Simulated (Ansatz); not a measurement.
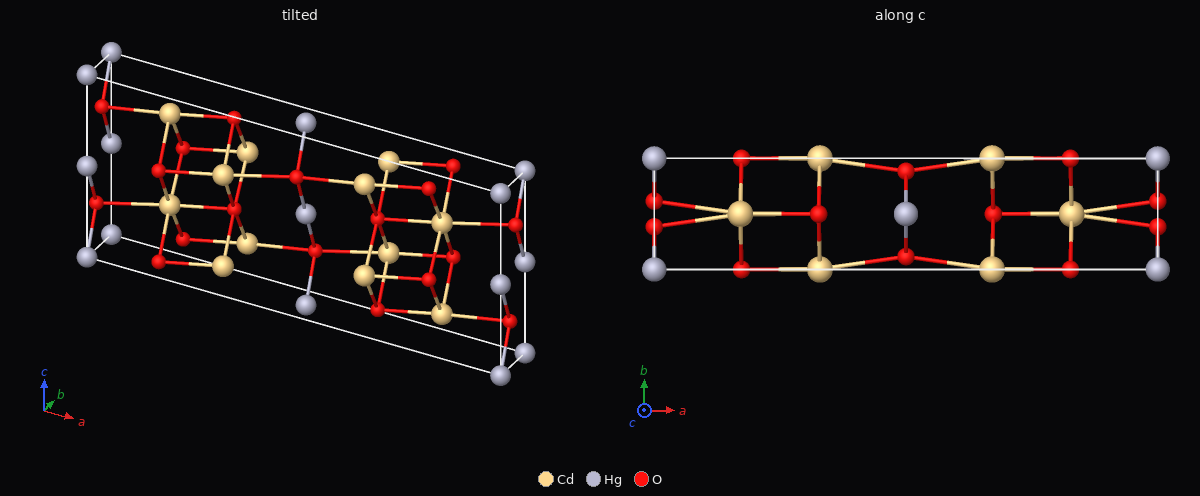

An orthographic ball-and-stick view of the structure, slightly off an axis and along the c axis. The lines enclose the conventional unit cell; boundary atoms appear with their images.

Cd2HgO3, space group C2/c (No. 15), a = 15.646 Å, b = 3.370 Å, c = 6.712 Å, α = 90.00°, β = 102.39°, γ = 90.00°. Starting structure: a structure type filled with these elements by a generator (whether the compound takes this form wasn't checked). Earlier steps of the study, as a rule a relaxation of our own, may have changed the cell and positions, so they can lie some per cent off the listed ones. An electronic-structure calculation with Ansatz was run on it.

This one geometry was computed with Ansatz (DFT, plane waves, PAW) at three levels of theory: r2SCAN, PBEsol and PBE.

Q: Which level gives the highest pressure at this volume, and what does that say about its equilibrium volume?

A: Highest: PBE (0.0 GPa), which points to the largest equilibrium volume. Lowest, with the smallest volume: PBEsol (-6.1 GPa). Levels within 0.5 GPa of each other can't be told apart.

Q: How does the band gap change with the level of theory?

A: PBEsol: a gap of 0.26 eV, indirect; PBE: a gap of 0.29 eV, indirect; r2SCAN: a gap of 0.47 eV, indirect.

Q: Collect the results in a table.

A:
| level | cutoff (eV) | k-mesh of the run's cell | gap (eV) | pressure (GPa) |
| --- | --- | --- | --- | --- |
| r2SCAN | 500 | 12×12×6 | 0.47 | -4.9 |
| PBEsol | 420 | 12×12×6 | 0.26 | -6.1 |
| PBE | 420 | 12×12×6 | 0.29 | 0.0 |

Gaps are taken on the k-mesh or band path of each run.
